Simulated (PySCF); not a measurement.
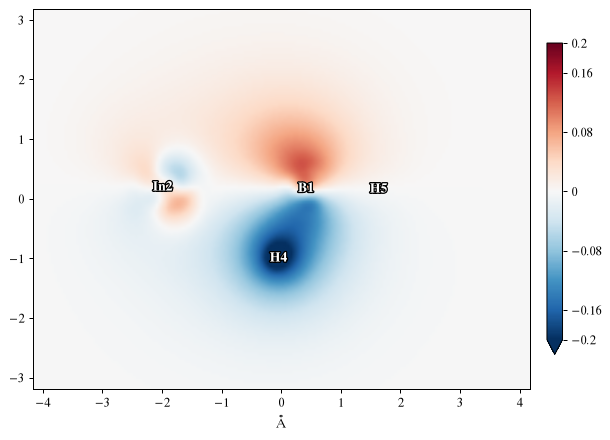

Figure 1: BH₄In. The HOMO−1 on the plane of atoms In2, B1 and H4 (values in Å⁻³ᐟ²; the overall sign is arbitrary).

Geometry: PBE0-D4/def2-SVP; core potentials replace the inner electrons of In.

Theory: Gaussian-basis quantum chemistry of an isolated molecule with PySCF, energy and nuclear gradient, functional PBE0 (PySCF).

```xyz
6

B    -0.3867   -0.9325   -0.3740
In   -0.8599    1.3685   -0.8416
H     0.6264   -0.2116   -0.1828
H    -1.3091   -0.4986    0.3631
H    -0.1470   -2.0980   -0.1369
H    -0.7469   -0.7760   -1.5691
```

> Describe this orbital and give its energy.

It lies mainly on B1 (about 35 %), H6 (about 30 %), H3 (about 15 %) and In2 (about 10 %). It is one of a degenerate set, so its orientation is arbitrary. Its energy is −9.09 eV.
